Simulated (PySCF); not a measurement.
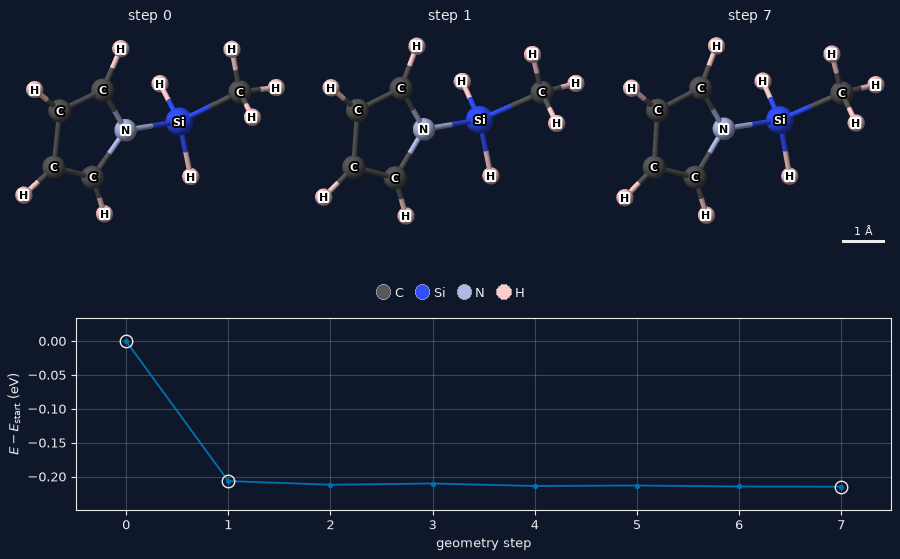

Frames of a relaxation of C5H9NSi, marked on the history of the run. Style: ball-and-stick. Shown at a tilt.

The start comes from GFN2-xTB. Its atoms were then displaced at random by about 0.01 Å.

Computed with PBE0-D3(BJ)/def2-SVP geometry optimisation, gas phase in PySCF. 

### What happens along the run?

An H atom moves most after the best rigid fit: 0.20 Å. By element the largest moves are H 0.20 Å, C 0.08 Å, N 0.05 Å, Si 0.04 Å. Some distances before and after: C–C 1.325 → 1.375 Å, C–H 1.051 → 1.088 Å, N–Si 1.740 → 1.777 Å, H–Si 1.455 → 1.490 Å. Bond angles that change, for instance: N–C–H 115.7° → 120.7°, C–N–C 104.5° → 107.9°, C–C–H 133.4° → 130.3°. The energy falls by 0.215 eV in 7 geometry steps. From step 0 to 1: an H atom moves most (0.24 Å), energy −0.207 eV. From step 1 to 7: an H atom moves most (0.04 Å), energy −0.008 eV.
